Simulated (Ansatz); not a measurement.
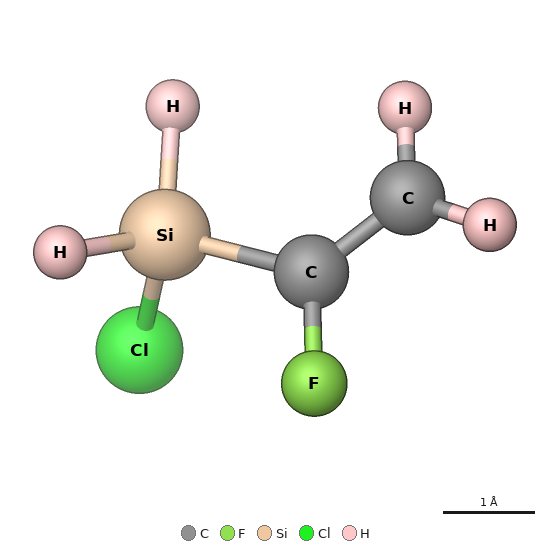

Distant atoms are faded towards the background colour. The computed structure is the end point of a PBE-D4/def2-SVP optimisation. No frequency run is at hand to confirm it as a minimum. Masses are those of the most abundant isotopes; constants are for the rigid equilibrium geometry.

Question: Classify the rotor and give the rotational constants (GHz).

Answer: An asymmetric top (C1): A = 5.62, B = 1.69, C = 1.51 GHz. Ray's parameter κ is −0.92, close to the prolate limit.
